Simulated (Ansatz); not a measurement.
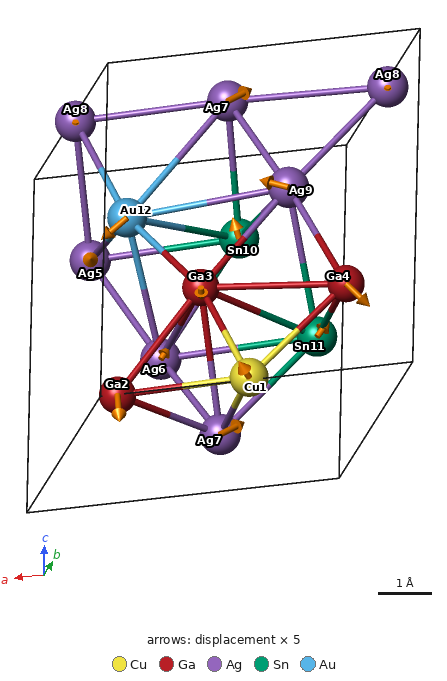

This is a relaxation of a crystal of Ga₃CuAg₅Sn₂Au (a generated structure, set up in P1) (coarse preliminary run). The starting structure is drawn; orange arrows show the displacements (the part carried along by the change of the cell is left out), magnified 5 times.

A ball-and-stick model of the cell of the calculation, seen from a free direction.

Case: elements placed on the fcc lattice with like neighbours, relaxed further on a centred mesh.

Method: DFT PBE, scalar-relativistic, plane waves, PAW in Ansatz 0.2.0. Set-up: plane-wave cutoff 420 eV; k-point mesh 4 × 4 × 3; occupations gaussian; smearing width 0.1 eV; no spin polarisation; cell and atoms relaxed; force threshold 0.04 eV/Å; at most 25 steps.

### What did the optimiser do to the structure, and how much energy did it gain?

Ga2 moves most relative to the cell: 0.16 Å along [0 2 −3]. By element the largest moves are Ga 0.16 Å, Ag 0.14 Å, Au 0.13 Å, Cu 0.09 Å, Sn 0.09 Å. Cell: a 6.221 → 6.104 Å (−1.9 %), b 6.339 → 6.023 Å (−5.0 %), c 6.734 → 7.205 Å (+7.0 %), α 88.8° → 87.0°, β 91.3° → 91.8°, γ 120.4° → 121.1°. Volume −1.1 %. Near-neighbour distances that change, for instance: Ag7–Au12 3.196 → 3.533 Å, Ga4–Sn10 3.188 → 3.521 Å, Ag5–Au12 3.381 → 3.057 Å, Ga2–Ag7 3.533 → 3.218 Å. The space group stays P1 (No. 1). Over 5 accepted moves (6 points after the start) the energy falls by 18.2 meV per atom. The largest force component goes from 0.36 to 0.022 eV/Å. Pressure: −0.22 GPa at the start and −0.05 GPa at the end. At 1 point the geometry stayed and the basis and grid were re-selected for the new cell (energy shift of 0.1 meV per atom at most each time).
